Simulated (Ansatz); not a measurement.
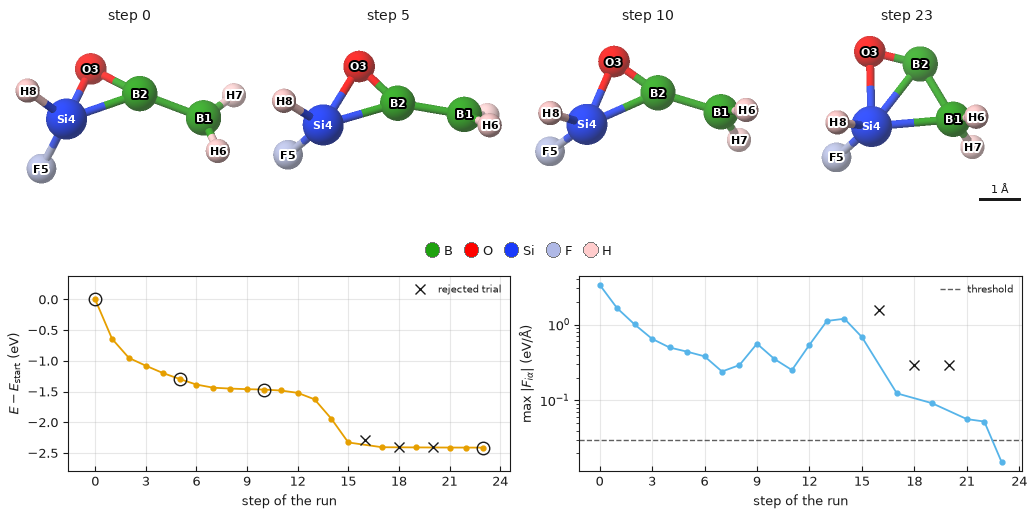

Frames of a relaxation of B₂SiH₃OF (coarse preliminary run), marked on the history of the run. A ball-and-stick model, seen face on.

The start comes from a force field.

Method: RKS PBE-D4/def2-SVP (Ansatz 0.2.0).

Input
```yaml
crystal:
  periodic: [false, false, false]
  atoms:
    - {symbol: B, position_ang: [1.244200, 0.861200, 1.127800]}
    - {symbol: B, position_ang: [-0.143800, 0.484600, 0.231800]}
    - {symbol: O, position_ang: [-1.018500, 0.642600, -0.967800]}
    - {symbol: Si, position_ang: [-0.930900, -1.011100, -0.739700]}
    - {symbol: F, position_ang: [-0.061100, -1.749900, -1.952100]}
    - {symbol: H, position_ang: [1.734100, 0.114500, 1.787400]}
    - {symbol: H, position_ang: [1.641800, 2.011200, 1.069100]}
    - {symbol: H, position_ang: [-2.373700, -1.410300, -0.612100]}
basis:
  gaussian: {orbitals: def2-SVP}
hamiltonian: {xc: pbe, dispersion: d4}
relax: {f_tol: 0.03, max_steps: 200}
```

Run as
```bash
ansatz run in.yaml --threads 2 --pin off --events-out ev --progress --plain --max-ram 4352MiB
```

What happens along the run?

Answer. The atom that moves furthest after the best rigid fit is H7 (1.60 Å). Largest moves by element: H 1.60 Å, B 0.86 Å, Si 0.73 Å, F 0.64 Å, O 0.48 Å. Among the contacts that change: B1–Si4 3.424 → 2.042 Å, O3–Si4 1.672 → 1.945 Å, B2–O3 1.493 → 1.286 Å, B1–H6 1.110 → 1.221 Å. Among the angles between lasting bonds that change: B1–B2–Si4 139.9° → 65.7°, B1–B2–O3 151.8° → 132.3°, B2–Si4–O3 47.9° → 37.4°. Groups turn about B2–O3 by about 140°. After 20 accepted moves (23 points after the start) the energy has fallen by 2.412 eV. Largest force component: 3.4 eV/Å at the start, 0.015 eV/Å at the end. The line search rejected the trial steps at points 16, 18, 20 of the run. From step 0 to 5: H6 moves most (0.80 Å), energy −1.294 eV. From step 5 to 10: H7 moves most (0.62 Å), energy −0.172 eV. From step 10 to 23: B2 moves most (0.77 Å), energy −0.945 eV.
